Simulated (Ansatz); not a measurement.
**C₂H₆FIn (SMILES C[CH](F)[InH2]): density, localisation and related maps**

| atom | x (Å) | y (Å) | z (Å) |
| --- | --- | --- | --- |
| C | -0.1408 | 1.2536 | -0.5753 |
| C | 0.6338 | 0.1800 | 0.1372 |
| F | 0.8702 | 0.5971 | 1.4678 |
| In | -0.3852 | -1.7455 | 0.4238 |
| H | 0.3913 | 2.2105 | -0.5415 |
| H | -1.1319 | 1.3976 | -0.1391 |
| H | -0.2719 | 0.9793 | -1.6266 |
| H | 1.6212 | 0.0551 | -0.3158 |
| H | -2.0799 | -1.6962 | 0.7627 |
| H | 0.4931 | -3.2315 | 0.4066 |

Geometry: PBE0-D4/def2-TZVP; core potentials replace the inner electrons of In.

Theory: Ansatz 0.2.0, RKS PBE0-D4/def2-TZVPP.

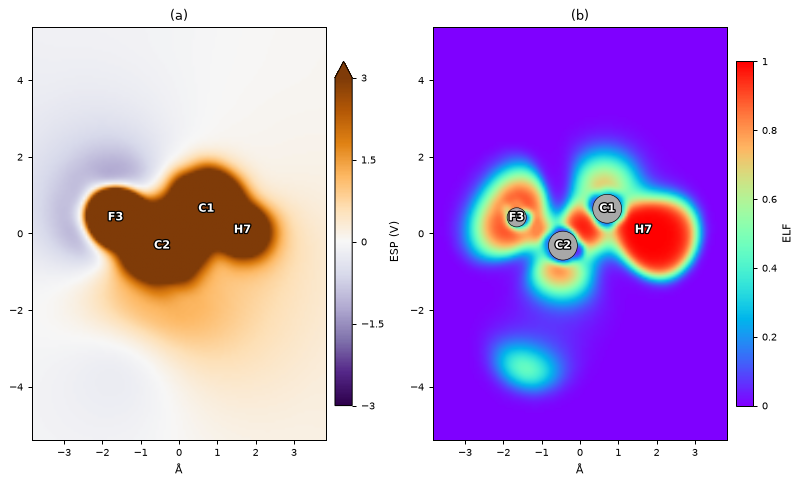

Figure 1. (a) molecular electrostatic potential; (b) ELF on the plane of atoms C1, C2 and F3. Grey discs cover the atomic cores in the ELF map.

### Read the bonding off the picture.

Atoms in the plane: C, F and H. C–F (1.41 Å): the ELF peaks at about 0.80 between the atoms: a polar covalent bond. C–C (1.50 Å): the ELF peaks at about 0.95 between the atoms; a covalent bond. C–H (1.09 Å): the ELF climbs to about 1 towards the hydrogen, as it does in any bond to H; an ordinary covalent bond to hydrogen. The ELF also peaks beside F3, away from the bonds: lone-pair regions. Outside the dense part of the molecule the potential is most negative (−1.2 V) near F3.

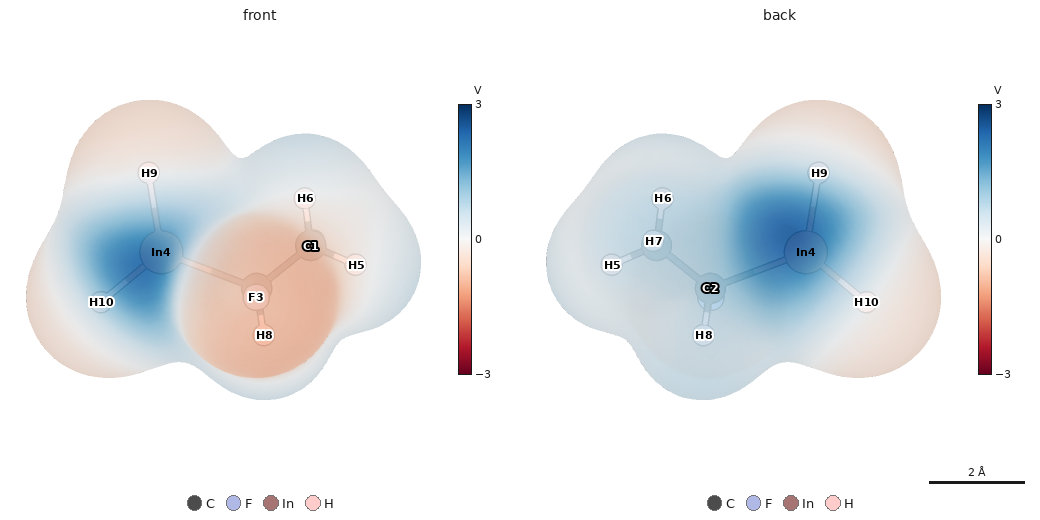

Figure 2. The electrostatic potential painted on the density surface at 0.001 e/bohr³, seen from the front and from behind; the colour scale runs from red (negative) to blue (positive).

### Describe the electrostatic potential map.

The most negative region (about −1.0 V) lies over F3, the most positive (about +2.4 V) over In4.

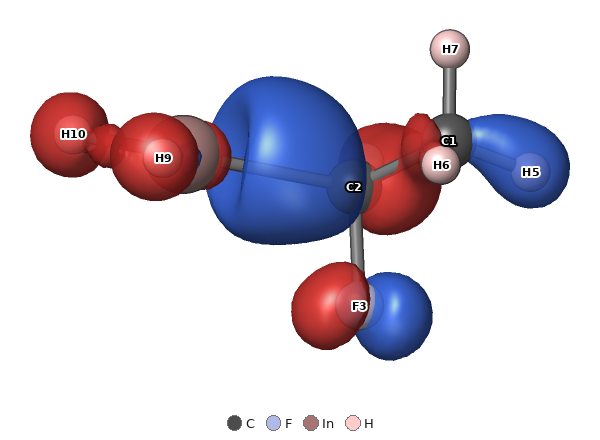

Figure 3. The HOMO at ±0.15 Å⁻³ᐟ² (blue and red are the two phases), seen from one side.

### What is the character of this orbital?

Its weight (Hirshfeld) is mainly on C2 (about 35 %), In4 (about 25 %), F3 (about 15 %) and C1 (about 5 %). Its energy is −7.04 eV.
